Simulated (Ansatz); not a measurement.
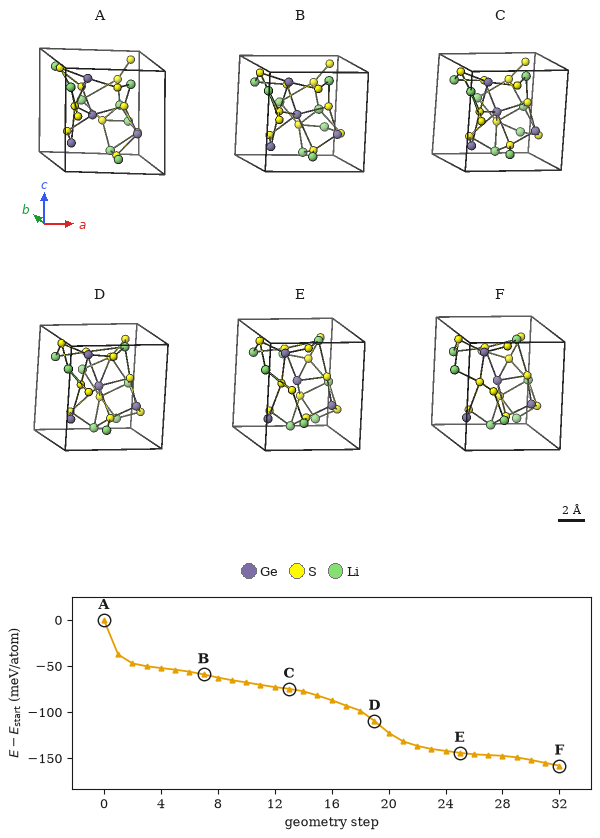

Frames of a relaxation of an amorphous cell of composition Li2GeS3 (coarse preliminary run), marked on the history of the run. Style: ball-and-stick. Shown: the cell of the calculation, slightly off an axis.

Case: the quenched liquid.

Level of theory: Ansatz, DFT PBE+D3(BJ), scalar-relativistic, plane waves, PAW. Set-up: plane-wave cutoff 420 eV; k-point mesh 2 × 2 × 2; occupations gaussian; smearing width 0.1 eV; mesh shifted by (0.5, 0.5, 0.5); no spin polarisation; cell and atoms relaxed; force threshold 0.04 eV/Å; at most 70 steps.

Q: What happens along the run?

A: The run was cut off at its time limit before the relaxation converged, so the last structure is only a point on the way. The largest move relative to the cell is that of a Li atom, 2.26 Å roughly along −c. Largest moves by element: Li 2.26 Å, Ge 1.60 Å, S 1.41 Å. The volume changes by −18.3 %, with a 8.162 → 7.500 Å (−8.1 %), b 8.112 → 7.234 Å (−10.8 %), c 8.237 → 8.427 Å (+2.3 %), α 91.2° → 80.9°, β 95.4° → 88.1°, γ 86.3° → 100.7°. Some distances before and after: Ge–S 5.680 → 2.534 Å, Li–S 2.505 → 5.125 Å, Li–S 5.297 → 2.718 Å, Li–S 2.819 → 5.107 Å. New bonds form: Ge–S (4.56 → 2.47 Å), Ge–S (5.68 → 2.53 Å), Li–S (3.28 → 2.31 Å), Li–S (3.98 → 2.68 Å). Bonds break: Ge–S (2.60 → 3.48 Å), Li–S (2.29 → 3.83 Å), Li–S (2.33 → 3.67 Å), Li–S (2.50 → 5.12 Å). Among the angles between lasting bonds that change: Li–S–Li 164.9° → 107.9°, S–Li–S 159.7° → 112.6°, Li–S–Li 107.9° → 153.2°. The energy falls by 158 meV per atom in 32 geometry steps. Largest force component: 0.97 eV/Å at the start, 0.12 eV/Å at the end. Pressure: −1.47 GPa at the start and 0.04 GPa at the end. From step 0 to 7: a Li atom moves most (0.81 Å), volume −11.5 %, energy −58.9 meV per atom. From step 7 to 13: a Li atom moves most (0.86 Å), volume −3.7 %, energy −15.6 meV per atom. From step 13 to 19: a Li atom moves most (1.05 Å), volume −3.9 %, energy −34.8 meV per atom. From step 19 to 25: a Li atom moves most (0.96 Å), volume +0.5 %, energy −34.7 meV per atom. From step 25 to 32: a Li atom moves most (0.98 Å), volume −0.7 %, energy −13.9 meV per atom.

| step | E − E(0), meV/atom | largest force component, eV/Å | pressure, GPa | volume, Å³/atom |
| --- | --- | --- | --- | --- |
| 0 | 0.00 | 0.9695 | -1.47 | 22.575 |
| 1 | -37.32 | 0.7438 | -0.70 | 21.476 |
| 2 | -46.97 | 0.2605 | 0.40 | 20.569 |
| 3 | -50.09 | 0.1477 | -0.01 | 20.763 |
| 4 | -52.03 | 0.1273 | -0.15 | 20.779 |
| 5 | -53.81 | 0.2245 | -0.23 | 20.645 |
| 6 | -55.97 | 0.1076 | -0.15 | 20.330 |
| 7 | -58.92 | 0.0981 | -0.06 | 19.973 |
| 8 | -62.30 | 0.2036 | 0.00 | 19.655 |
| 9 | -65.30 | 0.2629 | 0.08 | 19.450 |
| 10 | -67.59 | 0.2040 | 0.02 | 19.384 |
| 11 | -70.23 | 0.1315 | -0.02 | 19.308 |
| 12 | -72.66 | 0.1548 | 0.05 | 19.240 |
| 13 | -74.54 | 0.1704 | -0.14 | 19.225 |
| 15 | -81.76 | 0.1965 | -0.02 | 18.946 |
| 16 | -86.93 | 0.2150 | 0.04 | 18.792 |
| 17 | -92.69 | 0.2229 | 0.03 | 18.665 |
| 18 | -98.14 | 0.2604 | 0.08 | 18.521 |
| 19 | -109.30 | 0.4109 | 0.05 | 18.474 |
| 20 | -122.18 | 0.4563 | 0.26 | 18.493 |
| 22 | -136.37 | 0.2710 | 0.12 | 18.556 |
| 23 | -139.80 | 0.1863 | 0.04 | 18.539 |
| 24 | -141.86 | 0.1099 | 0.08 | 18.521 |
| 25 | -144.00 | 0.1673 | -0.03 | 18.572 |
| 26 | -145.61 | 0.0971 | -0.10 | 18.596 |
| 27 | -146.41 | 0.1311 | -0.06 | 18.589 |
| 29 | -148.88 | 0.1733 | 0.03 | 18.548 |
| 30 | -151.69 | 0.2207 | 0.01 | 18.522 |
| 31 | -154.88 | 0.2416 | 0.01 | 18.482 |
| 32 | -157.93 | 0.1183 | 0.04 | 18.447 |

Limits of the set-up: the periodic images lie only 8.1 Å apart, so the values are limited by the cell's size.
